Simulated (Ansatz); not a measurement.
# C2H3F (SMILES C=CF) at BHLYP/def2-TZVP

Aim: the vertical ionisation energy of C2H3F at BHLYP/def2-TZVP, from 2 runs. 

The results are computed with Ansatz 0.2.0.

44 further runs of the same task are left out: 44 set aside as unsound or not needed.

## Step 1: The molecule

C2H3F has 6 atoms, charge 0, and is taken as a singlet. As SMILES, `C=CF`. Geometry: relaxed at PBE0-D4/def2-TZVP.

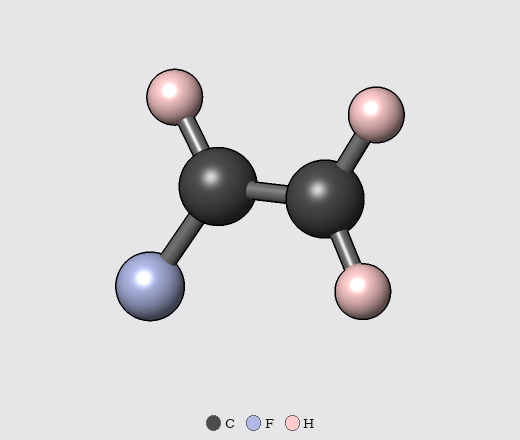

The structure, seen from a chosen angle (carbon dark grey, fluorine light blue, hydrogen pink).

## Step 2: A single-point energy at BHLYP/def2-TZVP

Input file input.yaml:

```yaml
crystal:
  periodic: [false, false, false]
  atoms:
    - {symbol: C, position_ang: [-0.536200, 0.076400, -0.442800]}
    - {symbol: C, position_ang: [0.490000, -0.016300, 0.376600]}
    - {symbol: F, position_ang: [0.966200, -1.192400, 0.795500]}
    - {symbol: H, position_ang: [-1.043900, -0.803300, -0.816600]}
    - {symbol: H, position_ang: [-0.880200, 1.054100, -0.749700]}
    - {symbol: H, position_ang: [1.046100, 0.817400, 0.790700]}
basis:
  gaussian:
    orbitals: def2-TZVP
accuracy: high
hamiltonian:
  xc: {name: BHLYP}
output: {orbitals: {seedname: orbitals}}
```

The run is started by

```sh
$ ansatz run input.yaml --threads 1 --pin off --max-ram 3480MiB --events-out events.jsonl --progress --plain --runs-dir runs
```

Output:

```text
Warning: RAYON_NUM_THREADS=1 ignored (pool sized by the plan → 1); use --threads N
Functional definition: BHLYP
  name "BHLYP"
  parameter a = 0.5
  exchange = (1 - a)*b88_x + a*exact_x
  correlation = lyp_c
1965 factors; integrals over basis functions are off by at most 4.0e-9 eV
mean field evaluation 1: about -4835.6102 eV, gradient 3.7e1 eV
mean field evaluation 2: about -4836.6536 eV, gradient 2.9e1 eV
mean field evaluation 4: about -4838.5334 eV, gradient 1.8e0 eV
mean field evaluation 8: about -4838.5353 eV, gradient 1.1e-1 eV
mean field evaluation 16: about -4838.5353 eV, gradient 4.4e-6 eV
mean field -4838.53533695 eV, -177.8128939558 hartree, gradient 6.5e-8 eV, S^2 0.000000; 0 other end points of the search recorded, 0 dependent functions left out
reference -4838.53535889 eV, -177.8128947620 hartree; 12, 12 occupied and 99, 99 virtual orbitals, 1965 factors
Total energy: -4838.53535889 eV, -177.8128947620 hartree
```

Wall time 9 s (1 thread of Intel Xeon Platinum 8259CL at 2.50GHz (Skylake/Cascade Lake), shared host); peak memory 0.3 GiB.

## Step 3: The doublet cation at the same level

Input file molecule.yaml:

```yaml
crystal:
  periodic: [false, false, false]
  atoms:
    - symbol: C
      position_ang: [-0.536200, 0.076400, -0.442800]
    - symbol: C
      position_ang: [0.490000, -0.016300, 0.376600]
    - symbol: F
      position_ang: [0.966200, -1.192400, 0.795500]
    - symbol: H
      position_ang: [-1.043900, -0.803300, -0.816600]
    - symbol: H
      position_ang: [-0.880200, 1.054100, -0.749700]
    - symbol: H
      position_ang: [1.046100, 0.817400, 0.790700]
basis:
  gaussian: {orbitals: def2-TZVP}
total_charge: 1
magnetization: {spin_polarized: true, initial_magnetization: 1}
hamiltonian: {xc: {name: BHLYP}}
accuracy: high
output: {orbitals: {seedname: orbitals}}
```

The run is started by

```sh
$ ansatz run molecule.yaml --threads 1 --pin off --max-ram 3480MiB --events-out events.jsonl --progress --plain --runs-dir runs
```

Output:

```text
Warning: RAYON_NUM_THREADS=1 ignored (pool sized by the plan → 1); use --threads N
Functional definition: BHLYP
  name "BHLYP"
  parameter a = 0.5
  exchange = (1 - a)*b88_x + a*exact_x
  correlation = lyp_c
1965 factors; integrals over basis functions are off by at most 4.0e-9 eV
mean field evaluation 1: about -4823.4530 eV, gradient 3.9e1 eV
mean field evaluation 2: about -4822.8044 eV, gradient 4.4e1 eV
mean field evaluation 4: about -4828.2072 eV, gradient 9.2e-1 eV
mean field evaluation 8: about -4828.2673 eV, gradient 6.4e-2 eV
mean field evaluation 16: about -4828.2673 eV, gradient 4.2e-4 eV
mean field -4828.26731478 eV, -177.4355511011 hartree, gradient 2.1e-8 eV, S^2 0.753421; 0 other end points of the search recorded, 0 dependent functions left out
reference -4828.26733638 eV, -177.4355518947 hartree; 12, 11 occupied and 99, 100 virtual orbitals, 1965 factors
Total energy: -4828.26733638 eV, -177.4355518947 hartree
```

It took 12 s on 1 thread of Intel Xeon Platinum 8259CL at 2.50GHz (Skylake/Cascade Lake), shared host; peak memory 0.38 GiB.

## Step 4: Summary of results

At BHLYP/def2-TZVP:

```
                                          quantity          value
                       singlet C2H3F: total energy  -177.81289 Eh
                        singlet C2H3F: HOMO energy       -8.86 eV
                        singlet C2H3F: LUMO energy        1.36 eV
                      singlet C2H3F: HOMO–LUMO gap       10.22 eV
                      doublet cation: total energy  -177.43555 Eh
doublet cation: HOMO energy (highest over α and β)      -18.48 eV
 doublet cation: LUMO energy (lowest over α and β)      -11.73 eV
                              doublet cation: ⟨S²⟩          0.753
vertical ionisation energy (to the doublet cation)      10.268 eV
```

What this shows: Removing an electron at fixed nuclei costs 10.27 eV (991 kJ/mol). −ε(HOMO) before ionisation, 8.86 eV, is 1.41 eV below this ionisation energy.
